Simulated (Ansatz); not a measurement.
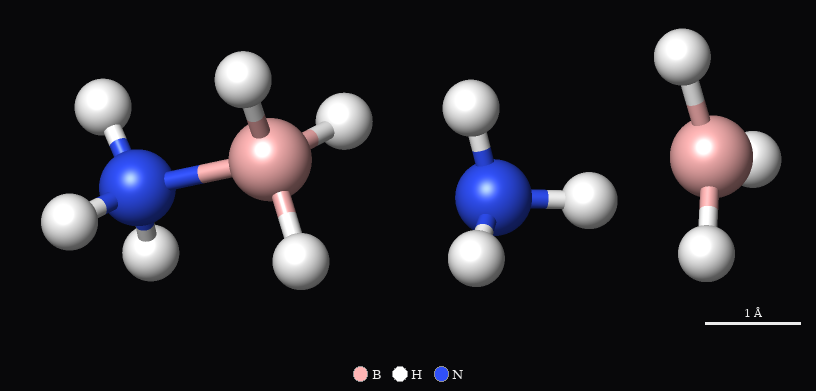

Two geometries of BNH₆, drawn at one scale. One is the start of a relaxation, the other its converged end. Style: ball-and-stick. Shown at a tilt.

Method: Ansatz, RKS r2SCANh-D4/def2-SVPD. Settings: no spin polarisation; force threshold 0.03 eV/Å; at most 50 steps.

**Which of the two is the end point?**

The left one is the relaxed one. The run prepares an end point of a later path (reaction) calculation, from a guessed geometry. After 9 geometry steps the energy has fallen by 1.403 eV. The largest force component goes from 0.95 to 0.0082 eV/Å. The largest move after the best rigid fit is that of the N atom, 0.70 Å. By element the largest moves are N 0.70 Å, H 0.64 Å, B 0.41 Å. Among the contacts that change: B–N 2.739 → 1.640 Å, H–N 1.037 → 1.017 Å, B–H 1.202 → 1.220 Å. New bonds form, among them: B–N (2.74 → 1.64 Å). Bond angles that change, for instance: H–B–H 120.8° → 113.4°, H–B–H 119.7° → 113.4°, H–B–H 119.3° → 113.4°.
